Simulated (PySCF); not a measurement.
## A study: F6W, SMILES `F[W](F)(F)(F)(F)F`

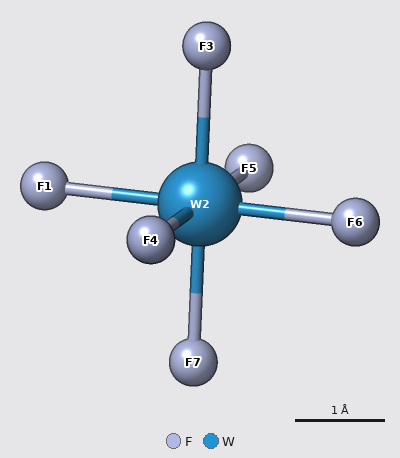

The molecule, with its atoms numbered as below. No frequency check shows the geometry to be a minimum.

Coordinates in Å:

```
F1      -1.3011    0.1471   -1.2888
W2      -0.0000   -0.0000    0.0001
F3      -0.0416    1.8198    0.2496
F4      -1.2972   -0.2063    1.2849
F5       1.2969    0.2066   -1.2848
F6       1.3011   -0.1472    1.2890
F7       0.0423   -1.8197   -0.2503
```

Part 1: Bonding charge

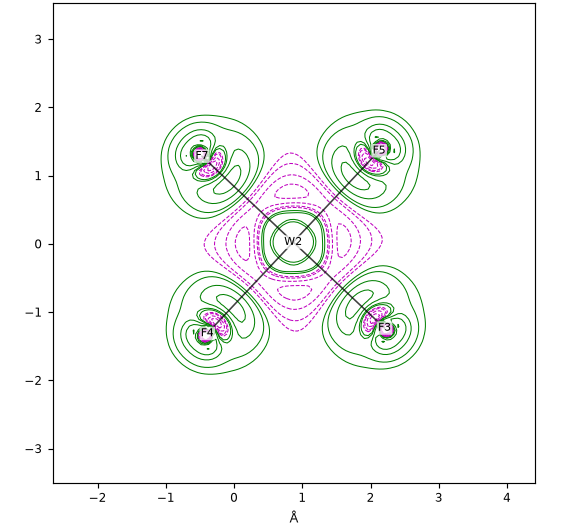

Deformation density (molecule less spherical, spin-averaged free atoms) in the plane of W2, F3, F4, F5 and F7; contours at ±0.05 to ±0.8 e/Å³; solid green lines: gain, dashed magenta lines: loss.

Method: ωB97X/def2-TZVP; geometry: GFN2-xTB; program: PySCF. Core potentials replace the inner electrons of W; spin–orbit coupling isn't included. This is a single-reference result, which may miss multireference character in this system.

**Describe the bonding that the map shows.**

W2–F5, W2–F7, W2–F3 and W2–F4: +0.02 e/Å³ at the bond critical point (bond length 1.84 Å, Mayer order 1.1); up to 0.6 Å beside the axis the gain reaches +0.30 e/Å³. In all, 1.8 electrons gather in the regions of gain relative to the promolecule. A small or negative value marks a very polar bond, one between electron-rich atoms, whose free-atom densities already overlap strongly, a long bond to a heavier atom, or a closed-shell contact such as a hydrogen bond.

**Where do the Hirshfeld charges lie?**

The highest Hirshfeld charge is on W2 (+1.21 e), the lowest on F1, F3, F4, F5, F6 and F7 (−0.20 e).

| atom | charge (e) |
| --- | --- |
| F1 | −0.20 |
| W2 | +1.21 |
| F3 | −0.20 |
| F4 | −0.20 |
| F5 | −0.20 |
| F6 | −0.20 |
| F7 | −0.20 |

Part 2: Bond critical points

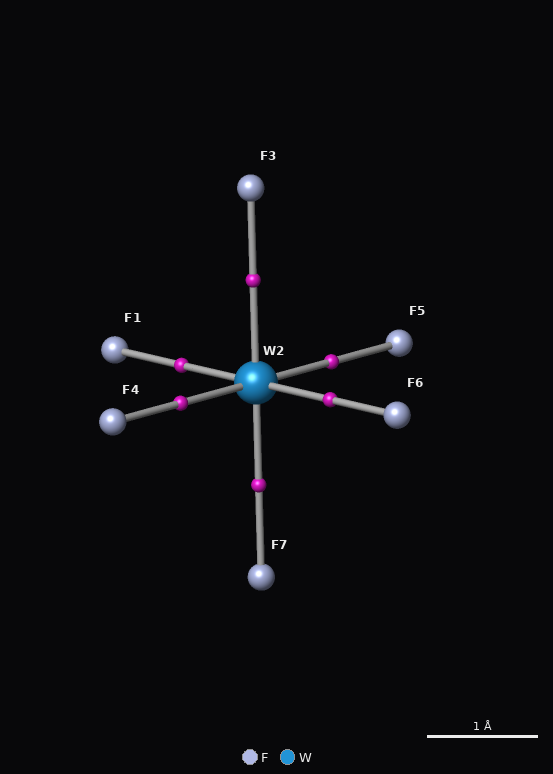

Molecular graph of the electron density (QTAIM): bond paths, bond critical points (magenta), ring points (cyan, if any); weak paths are dashed.

**How many critical points of each kind are there, and does the count close?**

7 nuclei, 6 bond, 0 ring and 0 cage critical points: 7 − 6 + 0 − 0 = 1, as the Poincaré–Hopf relation requires.

**Tabulate density, Laplacian, ellipticity and energy density at the bond critical points (atomic units).**

```tsv
bond	length (Å)	ρ (a.u.)	∇²ρ (a.u.)	ε	H (a.u.)
F1–W2 (6 alike)	1.837	0.169	+0.79	0.00	−0.069
```

**What kind of interaction is F1–W2?**

Polar or intermediate (positive Laplacian, negative energy density H): ρ = 0.169, ∇²ρ = +0.79, H = −0.069 a.u.

Part 3: Local ionisation energy

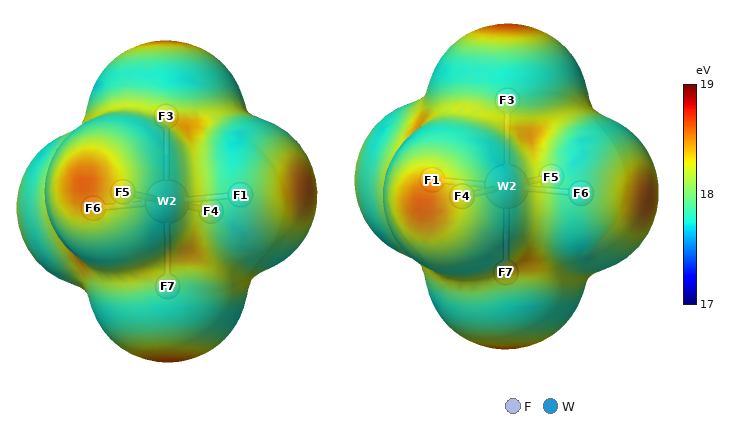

Average local ionisation energy on the surface of electron density 0.001 a.u. (back view left, front view right).

**Where are the most loosely bound electrons on this surface?**

The lowest value is 17.7 eV, 1.7 Å from F3, and at like points elsewhere. For comparison, the highest occupied orbital lies at −15.3 eV.

**What volume does the surface enclose, and what is the dipole moment?**

About 106 Å³; the dipole moment is 0.0 D.

Part 4: In an electric field

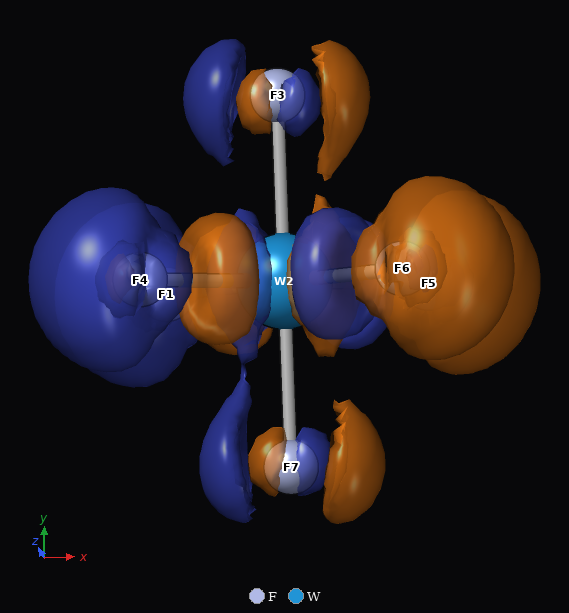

Change of the electron density in a uniform field of 0.21 V/Å, surfaces at ±0.0015 e/Å³ (orange: gain, blue: loss).

Level of theory: ωB97X/def2-TZVP (PySCF), at a geometry from GFN2-xTB. Core potentials replace the inner electrons of W; spin–orbit coupling isn't included. This is a single-reference result, which may miss multireference character in this system. A basis without diffuse functions makes polarisabilities too small.

The field was applied in both directions; the picture shows the one opposite to the script's first.

**Along which Cartesian direction does the field point?**

Along −x: electrons gather on the +x side, against the field.

**What dipole is induced, and what polarisability does it imply?**

The induced dipole is 0.43 D (along the field); α along this axis, from the fields in both directions, is 42 bohr³ (6.2 Å³).

The PySCF runs shown took 30 s and 68 s on 1 thread of Intel(R) Xeon(R) Platinum 8259CL CPU @ 2.50GHz (Skylake/Cascade Lake) (shared host).
